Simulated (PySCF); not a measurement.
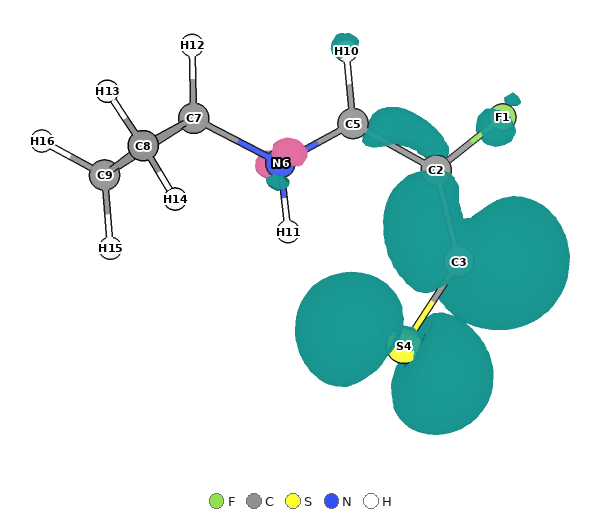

Figure. C₆H₇FNS (SMILES FC(=C=S)[CH]NC1CC1) (doublet). Isosurfaces of the spin density (α minus β) at +0.02 (teal) and −0.02 e/Å³ (pink), seen at a tilt.

Geometry: GFN2-xTB.

All numbers below come from PySCF, UKS B3LYP, pcH-1 on C F H N S, non-relativistic, mean-field spin-orbit, GIAO.

```json
{"atom": "F", "x (Å)": "3.2292", "y (Å)": "0.9777", "z (Å)": "-1.9304"}
{"atom": "C", "x (Å)": "2.5123", "y (Å)": "0.3023", "z (Å)": "-0.9794"}
{"atom": "C", "x (Å)": "3.1972", "y (Å)": "-0.5371", "z (Å)": "-0.1344"}
{"atom": "S", "x (Å)": "2.7700", "y (Å)": "-1.4926", "z (Å)": "1.0792"}
{"atom": "C", "x (Å)": "1.1575", "y (Å)": "0.5637", "z (Å)": "-0.9832"}
{"atom": "N", "x (Å)": "0.2997", "y (Å)": "0.0025", "z (Å)": "-0.1407"}
{"atom": "C", "x (Å)": "-1.0959", "y (Å)": "0.2429", "z (Å)": "-0.0971"}
{"atom": "C", "x (Å)": "-1.7915", "y (Å)": "0.2091", "z (Å)": "1.2341"}
{"atom": "C", "x (Å)": "-2.0142", "y (Å)": "-0.8959", "z (Å)": "0.2455"}
{"atom": "H", "x (Å)": "0.7671", "y (Å)": "1.2646", "z (Å)": "-1.7108"}
{"atom": "H", "x (Å)": "0.6863", "y (Å)": "-0.6536", "z (Å)": "0.5371"}
{"atom": "H", "x (Å)": "-1.4175", "y (Å)": "0.9668", "z (Å)": "-0.8351"}
{"atom": "H", "x (Å)": "-2.5860", "y (Å)": "0.9162", "z (Å)": "1.4120"}
{"atom": "H", "x (Å)": "-1.1932", "y (Å)": "-0.0048", "z (Å)": "2.1064"}
{"atom": "H", "x (Å)": "-1.5659", "y (Å)": "-1.8559", "z (Å)": "0.4493"}
{"atom": "H", "x (Å)": "-2.9628", "y (Å)": "-0.9553", "z (Å)": "-0.2638"}
```

Where is the unpaired spin?

Answer. The unpaired spin (1 electron) lies mostly on C3 (about 0.5), S4 (about 0.4) and C2 (about 0.1), in electrons by Hirshfeld's partition.
